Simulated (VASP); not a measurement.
Band structure of MnGe (relaxed from the WC structure, space group P-6m2). All values below come from PBEsol GGA, VASP's PBE PAW potentials (set 64) (plane waves; VASP).

The moments were started parallel, and other spin orders were not tried in this run.

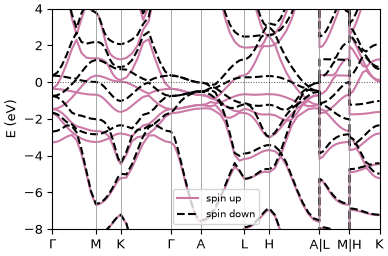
Fig. 1. Bands along high-symmetry lines, zero at the valence-band maximum or, without a gap, the Fermi level

Q: Read the plot: is there a gap, and where are the band edges?

A: It has no gap at this level: it comes out as a metal or semimetal. (Edges off the drawn lines would not show.)

The structure was generated: MnGe was put into the WC type (P-6m2), which need not be its known phase. It was relaxed first, which changed the volume by -20 %.
